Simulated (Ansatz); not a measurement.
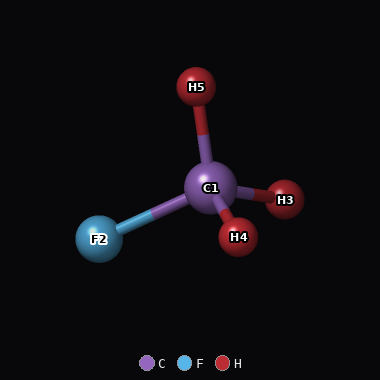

The system is CH₃F, SMILES CF; the picture shows the grid point nearest to the relaxed geometry. Two internal coordinates are moved rigidly from the geometry relaxed at PBE0-D4/def2-TZVP, all others fixed. The first coordinate is: bond C1–H4; the second: angle H3–C1–H5. The scan uses a 7 × 7 grid. Points are written as (first, second). Energies: kJ/mol, counted from the lowest grid point. Method: Ansatz 0.2.0, RKS PBE-D4/def2-TZVPP.

Its coordinates:

```csv
atom,x (Å),y (Å),z (Å)
C,-0.0507,0.0329,0.0078
F,1.0941,-0.7105,-0.1686
H,-0.9185,-0.6271,-0.0588
H,-0.1051,0.7992,-0.7753
H,-0.0198,0.5085,0.9907
```

Range: bond C1–H4 from 0.961 to 1.529 Å; angle H3–C1–H5 from 91.9 to 127.9°.

Question: What will the energy surface look like?

Answer: The lowest grid point is at (1.097 Å, 109.9°). No other kind of well shows on this grid. The highest grid point, (1.529 Å, 91.9°), lies 166 kJ/mol above the lowest. Round the minimum the two coordinates are weakly coupled (coupling −0.05 in units of the two stiffnesses).

```
angle H3–C1–H5 ↓, bond C1–H4 →  0.961  1.017  1.097  1.192  1.297  1.409  1.529
                         127.9     69     41     27     35     62    101    148
                         121.9     53     26     12     21     49     89    137
                         115.9     43     16      3     13     42     83    131
                         109.9     39     12      0     11     40     82    131
                         103.9     41     15      3     14     44     87    137
                          97.9     48     23     11     23     54     98    149
                          91.9     62     37     26     38     70    114    166
```

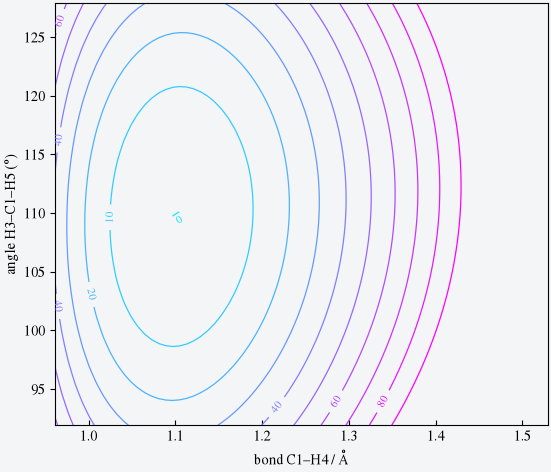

Drawn: contour lines labelled in kJ/mol (none above 90). Between grid points the surface is interpolated.
